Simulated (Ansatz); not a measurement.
# HF/STO-3G run of SiO2 (silicon dioxide molecule)

Aim: the vertical ionisation energy of SiO2 (silicon dioxide molecule) at HF/STO-3G, from 2 runs. 

The calculation is run with Ansatz 0.2.0.

49 further runs of the same task are left out: 10 that didn't finish, 39 set aside as unsound or not needed.

## (1) Starting point

SiO2: 3 atoms, total charge 0, spin state singlet. SMILES: `O=[Si]=O`. Geometry: relaxed at PBE0-D4/def2-TZVP.

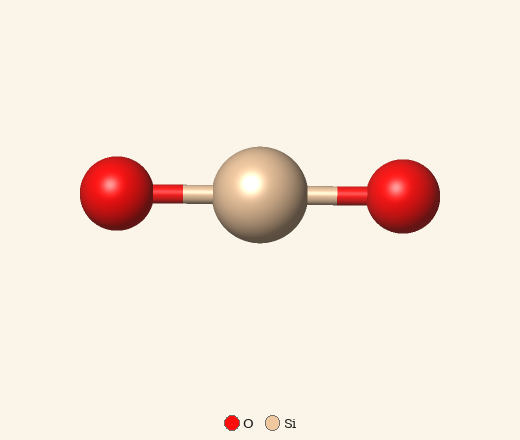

Viewed from a chosen angle; oxygen red, silicon light orange.

## (2) A single-point energy at HF/STO-3G

run.yaml

```yaml
crystal:
  periodic: [false, false, false]
  atoms:
    - {symbol: O, position_ang: [0.697730, 1.229600, 0.518760]}
    - {symbol: Si, position_ang: [-0.000010, 0.000000, -0.000000]}
    - {symbol: O, position_ang: [-0.697730, -1.229610, -0.518760]}
basis:
  gaussian:
    orbitals: STO-3G
hamiltonian:
  xc: hf
accuracy: high
output:
  orbitals: {seedname: orbitals}
```

Command:

```console
ansatz run run.yaml --threads 1 --pin off --max-ram 3480MiB --events-out events.jsonl --progress --plain --runs-dir runs
```

Output:

```text
Warning: RAYON_NUM_THREADS=1 ignored (pool sized by the plan → 1); use --threads N
Functional definition: HF
  name "HF"
  exchange = exact_x
  correlation = 0
325 factors; integrals over basis functions are off by at most 2.9e-8 eV
mean field evaluation 1: about -11779.8989 eV, gradient 4.1e1 eV
mean field evaluation 2: about -11779.9293 eV, gradient 4.1e1 eV
mean field evaluation 4: about -11786.2394 eV, gradient 1.0e0 eV
mean field evaluation 8: about -11786.2438 eV, gradient 2.2e-2 eV
mean field -11786.24377430 eV, -433.1364697024 hartree, gradient 1.7e-8 eV, S^2 0.000000; 0 other end points of the search recorded, 0 dependent functions left out
reference -11786.24377430 eV, -433.1364697024 hartree; 15, 15 occupied and 4, 4 virtual orbitals, 325 factors
Total energy: -11786.24377430 eV, -433.1364697024 hartree
```

Wall time 0.1 s (1 thread of Arm Neoverse V1, shared host).

## (3) The doublet cation, same level

Edit run.yaml of step 2 so:

```diff
@@ -7,8 +7,7 @@
 basis:
-  gaussian:
-    orbitals: STO-3G
-hamiltonian:
-  xc: hf
+  gaussian: {orbitals: STO-3G}
+total_charge: 1
+magnetization: {spin_polarized: true, initial_magnetization: 1}
+hamiltonian: {xc: hf}
 accuracy: high
-output:
-  orbitals: {seedname: orbitals}
+output: {orbitals: {seedname: orbitals}}
```

Command:

```console
ansatz run run.yaml --threads 1 --pin off --max-ram 3480MiB --events-out events.jsonl --progress --plain --runs-dir runs
```

Output:

```text
Warning: RAYON_NUM_THREADS=1 ignored (pool sized by the plan → 1); use --threads N
[... 4 set-up lines as earlier in the session ...]
325 factors; integrals over basis functions are off by at most 2.9e-8 eV
mean field evaluation 1: about -11773.1475 eV, gradient 2.8e1 eV
mean field evaluation 2: about -11773.1690 eV, gradient 2.8e1 eV
mean field evaluation 4: about -11780.8207 eV, gradient 3.8e0 eV
mean field evaluation 8: about -11781.3443 eV, gradient 5.4e-2 eV
mean field evaluation 16: about -11781.3392 eV, gradient 2.0e-8 eV
mean field evaluation 32: about -11781.3397 eV, gradient 2.7e-1 eV
mean field evaluation 64: about -11779.9539 eV, gradient 4.0e0 eV
mean field evaluation 96: about -11781.3348 eV, gradient 6.1e-1 eV
mean field evaluation 128: about -11781.3392 eV, gradient 5.6e-4 eV
mean field -11781.33923234 eV, -432.9562311101 hartree, gradient 2.0e-8 eV, S^2 1.225794; 4 other end points of the search recorded, 0 dependent functions left out
reference -11781.33923234 eV, -432.9562311101 hartree; 15, 14 occupied and 4, 5 virtual orbitals, 325 factors
Total energy: -11781.33923234 eV, -432.9562311101 hartree
```

It took 0.34 s on 1 thread of Arm Neoverse V1, shared host.

## (4) What came out

At HF/STO-3G:

```
                                          quantity          value
                        singlet SiO2: total energy  -433.13647 Eh
                         singlet SiO2: HOMO energy       -7.80 eV
                         singlet SiO2: LUMO energy        8.03 eV
                       singlet SiO2: HOMO–LUMO gap       15.84 eV
                      doublet cation: total energy  -432.95623 Eh
doublet cation: HOMO energy (highest over α and β)      -17.28 eV
 doublet cation: LUMO energy (lowest over α and β)       -2.57 eV
                              doublet cation: ⟨S²⟩          1.226
vertical ionisation energy (to the doublet cation)       4.905 eV
```

Removing an electron at fixed nuclei costs 4.90 eV (113 kcal/mol). The negative HOMO energy of the first species, 7.80 eV, lies 2.90 eV above that difference. In a minimal basis such a difference can be off by several eV, whatever the method. ⟨S²⟩ (doublet cation) is 1.23 where a pure doublet has 0.75: the reference is spin-contaminated.
